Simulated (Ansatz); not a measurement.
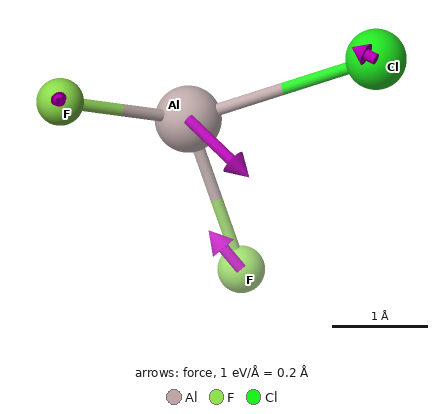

Starting geometry of AlClF$_{2}$ with the computed forces as purple arrows. Style: ball-and-stick. Shown at a tilt.

It is one of the separated products of a reaction.

Level of theory: RKS PBE0-D4/def2-TZVP in Ansatz.

Input file:
```yaml
crystal:
  periodic: [false, false, false]
  atoms:
    - {symbol: Al, position_ang: [-0.563929, -1.535224, 0.531857]}
    - {symbol: F, position_ang: [-0.243671, -1.030934, -1.113437]}
    - {symbol: F, position_ang: [-1.340708, -2.928000, 0.858500]}
    - {symbol: Cl, position_ang: [1.443003, -1.063596, 1.188508]}
basis:
  gaussian: {orbitals: def2-TZVP}
hamiltonian: {xc: pbe0, dispersion: d4}
relax: {f_tol: 0.005, max_steps: 200}
```

Launched with:
```bash
ansatz run in.yaml --threads 4 --pin off --events-out ev --progress --plain --max-ram 63488MiB --backend cpu
```

What follows when this structure is relaxed?

Answer. It isn't relaxed: the largest force vector, on Al1, is 4.58 eV/Å. The final displacements follow the starting forces only in part (cosine between the two patterns 0.74). The atom that moves furthest after the best rigid fit is Al1 (0.40 Å). By element the largest moves are Al 0.40 Å, F 0.28 Å, Cl 0.24 Å. Among the contacts that change: Al1–F2 1.750 → 1.631 Å, Al1–Cl4 2.164 → 2.061 Å. Bond angles that change, for instance: F2–Al1–Cl4 93.0° → 120.5°, F3–Al1–Cl4 124.6° → 120.5°, F2–Al1–F3 121.5° → 119.0°. Over 6 geometry steps the energy falls by 101.1 kJ/mol. The largest force component goes from 3.5 to 0.003 eV/Å.
